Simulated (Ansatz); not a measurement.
# CH₄InOS: one change and its effect

System: CH₄InOS, multiplicity 2.
Method of run A: UKS PBE0-D4/def2-TZVPP (Ansatz 0.2.0).

The geometry comes from this level: PBE0-D4/def2-TZVP. Text and figures count atoms from 1; the logs count them from 0 in places.

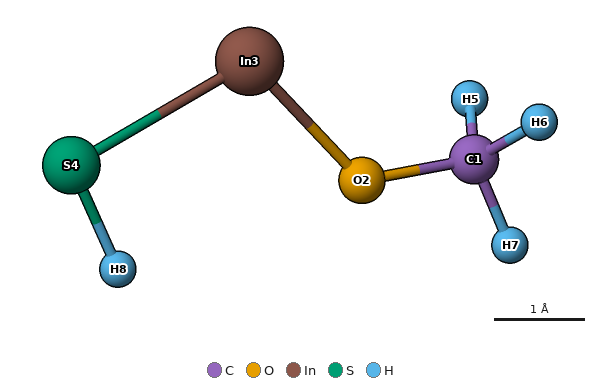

Figure 1. The structure (ball-and-stick view, seen at a tilt; atoms are numbered from 1 in the order of the input). Sticks mark near contacts.

**The input, run A**
```yaml
crystal:
  periodic: [false, false, false]
  atoms:
    - {symbol: C, position_ang: [0.651417, 1.405027, -0.080954]}
    - {symbol: O, position_ang: [0.251856, 0.071139, 0.034855]}
    - {symbol: In, position_ang: [-1.591160, -0.701340, -0.183101]}
    - {symbol: S, position_ang: [-1.499976, -3.105884, 0.168163]}
    - {symbol: H, position_ang: [0.469719, 1.819089, -1.081639]}
    - {symbol: H, position_ang: [0.162126, 2.061602, 0.650722]}
    - {symbol: H, position_ang: [1.731128, 1.458013, 0.103338]}
    - {symbol: H, position_ang: [-0.175110, -3.007637, 0.388615]}
basis:
  gaussian: {orbitals: def2-TZVPP}
magnetization: {spin_polarized: true, initial_magnetization: 1}
hamiltonian: {xc: pbe0, dispersion: d4}
output: {orbitals: {seedname: orbitals}}
```

Hardware: 4 CPU threads, shared host.

**Output (run A)**
```
Functional definition: PBE0
  parameter a = 0.25
  parameter kappa = 0.804
  parameter beta = 0.06672455060314922
  exchange = (1 - a)*pbe_x(kappa = kappa, mu = beta*pi^2/3) + a*exact_x
  correlation = pbe_c(beta = beta)
1363 factors; their error is unknown
mean field evaluation 1: about -19144.9833 eV, gradient 4.4e1 eV
mean field evaluation 2: about -19056.4408 eV, gradient 1.3e2 eV
mean field evaluation 4: about -19152.7853 eV, gradient 1.0e1 eV
mean field evaluation 8: about -19153.2655 eV, gradient 1.6e-1 eV
mean field evaluation 16: about -19153.3220 eV, gradient 6.6e-4 eV
mean field -19153.32200879 eV, -703.8716012349 hartree, gradient 4.0e-5 eV, S^2 0.755700; 0 other end points of the search recorded, 0 dependent functions left out
reference -19153.32204665 eV, -703.8716026266 hartree; 28, 27 occupied and 182, 183 virtual orbitals, 1363 factors
Total energy: -19153.46137131 eV, -703.8767227134 hartree
```

Run B used a changed input.

**The two runs side by side**

| quantity | run A | run B |
| --- | --- | --- |
| outcome | converged | converged |
| total energy (hartree) | −703.876723 | −703.592853 |
| HOMO (eV) | −6.31 | −6.21 |
| LUMO (eV) | −3.67 | −3.57 |
| ⟨S²⟩ | 0.756 | 0.755 |
| basis functions | 210 | 92 |
| wall time (shared host) | 4.6 s | 2.1 s |

What was changed in the input?

The change (lines with − go, lines with + come):
```diff
-  gaussian: {orbitals: def2-TZVPP}
+  gaussian: {orbitals: def2-SVP}
```

The total energy of run B is 178.1 kcal/mol higher, which measures the change of basis and not a stability. The HOMO goes from −6.31 to −6.21 eV. The LUMO goes from −3.67 to −3.57 eV. The basis functions go from 210 to 92.

**Output (run B)**
```
Functional definition: PBE0
  parameter a = 0.25
  parameter kappa = 0.804
  parameter beta = 0.06672455060314922
  exchange = (1 - a)*pbe_x(kappa = kappa, mu = beta*pi^2/3) + a*exact_x
  correlation = pbe_c(beta = beta)
982 factors; integrals over basis functions are off by at most 1.6e-3 eV
mean field evaluation 1: about -19139.1151 eV, gradient 3.7e1 eV
mean field evaluation 2: about -19069.6931 eV, gradient 1.2e2 eV
mean field evaluation 4: about -19145.0629 eV, gradient 8.7e0 eV
mean field evaluation 8: about -19145.5917 eV, gradient 9.0e-1 eV
mean field evaluation 16: about -19145.5975 eV, gradient 1.1e-3 eV
mean field -19145.59753340 eV, -703.5877320004 hartree, gradient 4.4e-5 eV, S^2 0.755366; 0 other end points of the search recorded, 0 dependent functions left out
reference -19145.59756376 eV, -703.5877331160 hartree; 28, 27 occupied and 64, 65 virtual orbitals, 982 factors
Total energy: -19145.73688842 eV, -703.5928532028 hartree
```
